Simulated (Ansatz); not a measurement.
A15 Mo3Si was calculated with RPBE (Ansatz, an electronic-structure program, PAW).

Settings: plane-wave cutoff 520 eV, 12×12×12 k mesh, Fermi–Dirac smearing 0.05 eV, no spin polarisation, scalar-relativistic PAW data made under PBE.

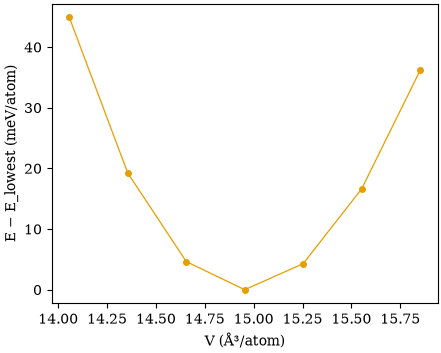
Total energy against volume

Q: From the curve, estimate the equilibrium volume and the bulk modulus.

A: V0 ≈ 15.0 Å³/atom and B0 ≈ 240 GPa; the fit gives V0 = 14.954 Å³/atom, B0 = 239 GPa, B′ = 4.4.

Static lattice: no zero-point or thermal effects.
